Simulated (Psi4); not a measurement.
Run report: GeH₅ (charge −1), single-point calculation

GeH₅, charge −1, SMILES [H][Ge-]([H])([H])([H])[H], computed with FNO-MP3/def2-TZVP, RHF, sfX2C (Psi4 1.11).

The geometry comes from this level: GFN2-xTB.

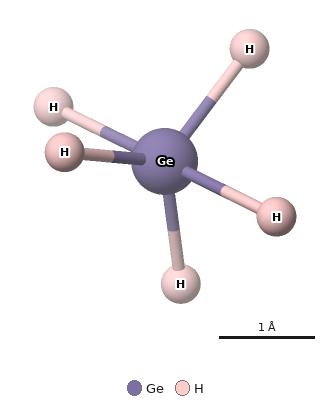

*The structure as given in the input (ball-and-stick view, seen at a tilt). Sticks mark near contacts.*

Bond lengths as drawn: Ge–H 1.51 to 1.78 Å.

Input file (job.py)
```python
import psi4

psi4.set_memory(1600000000)
psi4.set_num_threads(1)
psi4.set_output_file('psi4.out', False)

mol = psi4.geometry("""
-1 1
Ge     0.000170    -0.001050     0.006590
H     -0.023480    -0.005740     1.768690
H      0.022000     0.009450    -1.774870
H      1.514900     0.010990     0.015670
H     -0.767040     1.304120     0.000050
H     -0.746540    -1.317780    -0.016130
symmetry c1
no_reorient
no_com
""")

psi4.set_options({
    'scf_type': 'cd',
    'freeze_core': True,
    'occ_tolerance': 0.0001,
    'mp_type': 'conv',
    'relativistic': 'x2c',
})

result = psi4.energy('fno-mp3/def2-TZVP')
print('E =', round(result, 9))
for k, v in sorted(psi4.core.scalar_variables().items()):
    print(f'{k:45s} {v:18.10f}')
```

Launch command:
```bash
python job.py
```

The program's output
```
Psi4 1.11 release

Relativistic analytic gradients are not implemented yet, re-routing to finite differences.

   => Loading Basis Set <=

    Name: DEF2-TZVP
    Role: ORBITAL
    Keyword: BASIS

         ---------------------------------------------------------
                                   SCF
                              RHF Reference
                        1 Threads,   1525 MiB Core
         ---------------------------------------------------------

  ==> Geometry <==

    Molecular point group: c1
    Full point group: C1

    Geometry (in Angstrom), charge = -1, multiplicity = 1:

       Center              X                  Y                   Z               Mass
    ------------   -----------------  -----------------  -----------------  -----------------
         GE           0.000170000000    -0.001050000000     0.006590000000    73.921177761000
         H           -0.023480000000    -0.005740000000     1.768690000000     1.007825032230
         H            0.022000000000     0.009450000000    -1.774870000000     1.007825032230
         H            1.514900000000     0.010990000000     0.015670000000     1.007825032230
         H           -0.767040000000     1.304120000000     0.000050000000     1.007825032230
         H           -0.746540000000    -1.317780000000    -0.016130000000     1.007825032230

  Running in c1 symmetry.

  Rotational constants: A =      2.43174  B =      1.72079  C =      1.72019 [cm^-1]
  Rotational constants: A =  72901.68953  B =  51587.98854  C =  51569.87608 [MHz]
  Nuclear repulsion =   54.779714481381419

  Charge       = -1
  Multiplicity = 1
  Electrons    = 38
  Nalpha       = 19
  Nbeta        = 19

  ==> Algorithm <==

  SCF Algorithm Type is CD.
  DIIS enabled.
  MOM disabled.
  Fractional occupation disabled.
  Guess Type is SAD.
  Energy threshold   = 1.00e-08
  Density threshold  = 1.00e-08
  Integral threshold = 1.00e-12

  ==> Primary Basis <==

  Basis Set: DEF2-TZVP
    Blend: DEF2-TZVP
    Number of shells: 36
    Number of basis functions: 78
    Number of Cartesian functions: 85
    Spherical Harmonics?: true
    Max angular momentum: 3

   => Loading Basis Set <=

    Name: (DEF2-TZVP AUX)
    Role: DECON
    Keyword: BASIS_RELATIVISTIC

  ==> Integral Setup <==

  ==> CDJK: Cholesky-decomposed J/K Matrices <==

    J tasked:                     Yes
    K tasked:                     Yes
    wK tasked:                     No
    Integrals threads:              1
    Memory [MiB]:                1144
    Algorithm:                   Core
    Integral Cache:              NONE
    Schwarz Cutoff:             1E-12
    Cholesky tolerance:      1.00E-04
    No. Cholesky vectors:         338

 OEINTS: Using relativistic (X2C) overlap, kinetic, and potential integrals.
         ------------------------------------------------------------
         Spin-Free X2C Integrals at the One-Electron Level (SFX2C-1e)
         ------------------------------------------------------------

  ==> X2C Options <==

    Computational Basis: DEF2-TZVP
    X2C Basis: (DEF2-TZVP AUX)
    The X2C Hamiltonian will be computed in the X2C Basis

    Comparing only 78 out of 140 elements of H_Dirac

    The 1-norm of |H_X2C - H_Dirac| is: 322.398731526262

    WARNING: The X2C and Dirac Hamiltonians have substatially different eigenvalues!
             This is probably caused by the recontraction of the basis set.

  Minimum eigenvalue in the overlap matrix is 1.1485581450E-02.
  Reciprocal condition number of the overlap matrix is 2.2483355649E-03.
    Using symmetric orthogonalization.

  ==> Pre-Iterations <==

  SCF Guess: Superposition of Atomic Densities via on-the-fly atomic UHF (no occupation information).

   -------------------------
    Irrep   Nso     Nmo
   -------------------------
     A         78      78
   -------------------------
    Total      78      78
   -------------------------

  ==> Iterations <==

                        Total Energy        Delta E     RMS |[F,P]|

   @RHF iter SAD: -2091.35292896492956   -2.09135e+03   0.00000e+00
   @RHF iter   1: -2093.72708225810857   -2.37415e+00   3.72275e-02 ADIIS/DIIS
   @RHF iter   2: -2094.11967558031938   -3.92593e-01   3.82709e-02 ADIIS/DIIS
   @RHF iter   3: -2095.33033292247046   -1.21066e+00   2.52682e-03 ADIIS/DIIS
   @RHF iter   4: -2095.33799914006977   -7.66622e-03   4.87395e-04 ADIIS/DIIS
   @RHF iter   5: -2095.33857651436938   -5.77374e-04   5.02365e-05 DIIS
   @RHF iter   6: -2095.33859763652799   -2.11222e-05   9.68584e-06 DIIS
   @RHF iter   7: -2095.33859861872133   -9.82193e-07   2.11734e-06 DIIS
   @RHF iter   8: -2095.33859870703418   -8.83128e-08   5.12619e-07 DIIS
   @RHF iter   9: -2095.33859871207824   -5.04406e-09   5.20710e-08 DIIS
   @RHF iter  10: -2095.33859871211826   -4.00178e-11   8.37771e-09 DIIS
  Energy and wave function converged.

  ==> Post-Iterations <==

    Orbital Energies [Eh]
    ---------------------

    Doubly Occupied:

       1A   -409.587631     2A    -53.064763     3A    -46.445847
       4A    -46.445594     5A    -46.445591     6A     -7.132977
       7A     -4.989550     8A     -4.989517     9A     -4.987657
      10A     -1.378245    11A     -1.373430    12A     -1.373379
      13A     -1.369596    14A     -1.369581    15A     -0.525985
      16A     -0.276733    17A     -0.276582    18A     -0.229026
      19A     -0.078921

    Virtual:

      20A      0.317489    21A      0.367496    22A      0.367543
      23A      0.427656    24A      0.479943    25A      0.480018
      26A      0.503600    27A      0.503631    28A      0.536115
      29A      0.601372    30A      0.663427    31A      0.711534
      32A      0.711619    33A      0.787204    34A      0.853813
      35A      0.895497    36A      0.895738    37A      1.004762
      38A      1.290159    39A      1.290192    40A      1.331051
      41A      1.397904    42A      1.398126    43A      1.428306
      44A      1.430327    45A      1.430518    46A      1.548036
      47A      1.548331    48A      1.628512    49A      1.728180
      50A      2.017897    51A      2.018866    52A      2.188905
      53A      2.189778    54A      2.260050    55A      2.309783
      56A      2.310497    57A      2.462044    58A      2.531011
      59A      2.532880    60A      2.716951    61A      2.805628
      62A      2.875372    63A      2.876098    64A      2.902580
      65A      3.031715    66A      3.056660    67A      3.060415
      68A      3.060541    69A      3.249592    70A      3.249784
      71A      3.358725    72A      3.480931    73A      3.481542
      74A      3.958405    75A      4.940243    76A      4.940537
      77A      5.061003    78A      6.181098

    Final Occupation by Irrep:
              A
    DOCC [    19 ]
    NA   [    19 ]
    NB   [    19 ]

  @RHF Final Energy: -2095.33859871211826

   => Energetics <=

    Nuclear Repulsion Energy =             54.7797144813814185
    One-Electron Energy =               -3035.5554141034726854
    Two-Electron Energy =                 885.4371009099731964
    Total Energy =                      -2095.3385987121182552

Computation Completed

Properties will be evaluated at   0.000000,   0.000000,   0.000000 [a0]

Properties computed using the SCF density matrix

 Multipole Moments:

 ------------------------------------------------------------------------------------
     Multipole            Electronic (a.u.)      Nuclear  (a.u.)        Total (a.u.)
 ------------------------------------------------------------------------------------

 L = 1.  Multiply by 2.5417464519 to convert [e a0] to [Debye]
 Dipole X            :         -0.0101620            0.0099778           -0.0001842
 Dipole Y            :          0.0580953           -0.0615295           -0.0034342
 Dipole Z            :         -0.3358730            0.3860522            0.0501792
 Magnitude           :                                                    0.0502969

 ------------------------------------------------------------------------------------

	total time  =          2 seconds =       0.03 minutes
   => Loading Basis Set <=

    Name: (DEF2-TZVP AUX)
    Role: DECON
    Keyword: BASIS_RELATIVISTIC

 MINTS: Wrapper to libmints.

   Calculation information:
      Number of threads:                 1
      Number of atoms:                   6
      Number of AO shells:              36
      Number of SO shells:              36
      Number of primitives:             68
      Number of atomic orbitals:        85
      Number of basis functions:        78

      Number of irreps:                  1
      Integral cutoff                 1.00e-12
      Number of functions per irrep: [  78 ]

 OEINTS: Overlap, kinetic, potential, dipole, and quadrupole integrals
         stored in file 35.

      Computing two-electron integrals...done
      Computed 4070626 non-zero two-electron integrals.
        Stored in file 33.

   => Loading Basis Set <=

    Name: (DEF2-TZVP AUX)
    Role: DECON
    Keyword: BASIS_RELATIVISTIC

        *******************************************************
        *                                                     *
        *               Frozen Natural Orbitals               *
        *                                                     *
        *******************************************************

        ==> Transform (OV|OV) integrals <==

	Presorting SO-basis two-electron integrals.
	Sorting File: SO Ints (nn|nn) nbuckets = 1
	Constructing frozen core operators
	Starting first half-transformation.
	Sorting half-transformed integrals.
	First half integral transformation complete.
	Starting second half-transformation.
	Two-electron integral transformation complete.

        ==> Build MP2 amplitudes, OPDM, and NOs <==

        OS MP2 correlation energy:            -0.229140706136
        SS MP2 correlation energy:            -0.072349572377
        MP2 correlation energy:               -0.301490278513
      * MP2 total energy:                  -2095.640088990631

        Cutoff for significant NO occupancy: 1.000e-04

        No. virtuals per irrep (original):  [  59 ]
        No. virtuals per irrep (truncated): [  56 ]

        Retaining 56 of 59 virtual orbitals.

	total time  =          0 seconds =       0.00 minutes

        ==> Transform all two-electron integrals <==

	Presorting SO-basis two-electron integrals.
	Sorting File: SO Ints (nn|nn) nbuckets = 1
	Constructing frozen core operators
	Starting first half-transformation.
	Sorting half-transformed integrals.
	First half integral transformation complete.
	Starting second half-transformation.
	Two-electron integral transformation complete.

	total time  =          1 seconds =       0.02 minutes

        **********************************************************
        *                                                        *
        *                   CCSD Integral Sort                   *
        *                                                        *
        **********************************************************

        CC integral sort will use                    116.60 mb

        Number of (ab|cd) temporary files:                2
        Number of (ab|ci) temporary files:                3
        Starting temporary file number:                 270

        Initial sort........done.

        Sort (IJ|KL)........done.
        Sort (IJ|KA) 1/2....done.
        Sort (IJ|KA) 2/2....done.
        Sort (IA|JB)........done.
        Sort (IJ|AB)........done.
        Sort (IA|BC) 1/3....done.
        Sort (IA|BC) 2/3....done.
        Sort (IA|BC) 3/3....done.
        Sort (AB|CD) 1/2....done.
        Sort (AB|CD) 2/2....done.

	total time  =          1 seconds =       0.02 minutes

        *****************************************************
        *                                                   *
        *                        MP3                        *
        *                                                   *
        *****************************************************

  ==> Input parameters <==

        Freeze core orbitals?                 yes
        Use frozen natural orbitals?          yes
        r_convergence:                  1.000e-07
        e_convergence:                  1.000e-06
        Number of DIIS vectors:                 8
        Number of frozen core orbitals:         9
        Number of active occupied orbitals:    10
        Number of active virtual orbitals:     56
        Number of frozen virtual orbitals:      3

  ==> Memory <==

        available memory =                           1525.88 mb
        minimum memory requirements for QCISD =         7.24 mb
        (T) algorithm:                                  5.25 mb (low-memory)
        memory requirements for QCISD(T) =              5.25 mb

  ==> Define tiling <==

        v(ab,cd) diagrams will be evaluated in   1 blocks.
        v(ab,ci) diagrams will be evaluated in   1 blocks over ov2.
        v(ab,ci) diagrams will be evaluated in   1 blocks over ov.

  Allocate cpu memory (    26.68 mb).....done.
  Initialize cpu memory..................done.

  ==>   MP3   <==

        1st-order doubles amplitudes...............done.
        MP2 energy.................................done.
        MP3 energy.................................done.

        OS MP2 FNO correction:               -0.001312355283
        SS MP2 FNO correction:               -0.000205319014
        MP2 FNO correction:                  -0.001517674297

        OS MP2 correlation energy:            -0.229140706136
        SS MP2 correlation energy:            -0.072349572377
        MP2 correlation energy:               -0.301490278513
      * MP2 total energy:                  -2095.640088990631

        OS MP2.5 correlation energy:          -0.239368385815
        SS MP2.5 correlation energy:          -0.069673093890
        MP2.5 correlation energy:             -0.309041479705
      * MP2.5 total energy:                -2095.647640191823

        OS MP3 correlation energy:            -0.249596065494
        SS MP3 correlation energy:            -0.066996615403
        MP3 correlation energy:               -0.316592680897
      * MP3 total energy:                  -2095.655191393015

	total time  =          0 seconds =       0.00 minutes

        ==> Resort (ov|vv) integrals for low-memory (T) computation <==

	total time  =          0 seconds =       0.00 minutes
```

Standard output
```
E = -2095.655191393
CURRENT CORRELATION ENERGY                         -0.3165926809
CURRENT ENERGY                                  -2095.6551913930
CURRENT REFERENCE ENERGY                        -2095.3385987121
DD SOLVATION ENERGY                                 0.0000000000
HF KINETIC ENERGY                                2031.7738694818
HF POTENTIAL ENERGY                             -4127.1124681939
HF TOTAL ENERGY                                 -2095.3385987121
HF VIRIAL RATIO                                     2.0312853365
MP2 CORRELATION ENERGY                             -0.3014902785
MP2 DOUBLES ENERGY                                 -0.3014902785
MP2 OPPOSITE-SPIN CORRELATION ENERGY               -0.2291407061
MP2 SAME-SPIN CORRELATION ENERGY                   -0.0723495724
MP2 SINGLES ENERGY                                  0.0000000000
MP2 TOTAL ENERGY                                -2095.6400889906
MP2.5 CORRELATION ENERGY                           -0.3090414797
MP2.5 DOUBLES ENERGY                               -0.3090414797
MP2.5 OPPOSITE-SPIN CORRELATION ENERGY             -0.2393683858
MP2.5 SAME-SPIN CORRELATION ENERGY                 -0.0696730939
MP2.5 SINGLES ENERGY                                0.0000000000
MP2.5 TOTAL ENERGY                              -2095.6476401918
MP3 CORRELATION ENERGY                             -0.3165926809
MP3 DOUBLES ENERGY                                 -0.3165926809
MP3 OPPOSITE-SPIN CORRELATION ENERGY               -0.2495960655
MP3 SAME-SPIN CORRELATION ENERGY                   -0.0669966154
MP3 SINGLES ENERGY                                  0.0000000000
MP3 TOTAL ENERGY                                -2095.6551913930
NUCLEAR REPULSION ENERGY                           54.7797144814
ONE-ELECTRON ENERGY                             -3035.5554141035
PCM POLARIZATION ENERGY                             0.0000000000
PE ENERGY                                           0.0000000000
SCF ITERATION ENERGY                            -2095.3385987121
SCF ITERATIONS                                     10.0000000000
SCF TOTAL ENERGY                                -2095.3385987121
TWO-ELECTRON ENERGY                               885.4371009100
```

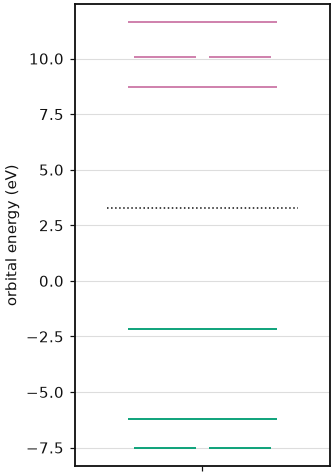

*Orbital energies near the frontier (SCF reference); the dotted line parts filled from empty levels, and levels within 0.02 eV of each other stand side by side.*

Highest filled −2.15 eV, lowest empty 8.72 eV, 10.87 eV apart.

Summary

| quantity | value |
| --- | --- |
| outcome | converged |
| total energy | −2095.655191 hartree |
| SCF energy | −2095.338599 hartree |
| MP2 energy | −2095.640089 hartree |
| correlation energy | −0.316593 hartree |
| basis functions | 78 |
| HOMO of the SCF reference | −2.15 eV |
| LUMO of the SCF reference | 8.72 eV |
| hardware | 1 thread of Intel Xeon (Sapphire Rapids), 64 GiB of memory available, shared host |
| wall time | 6.3 s |
| peak memory | 0.49 GiB |
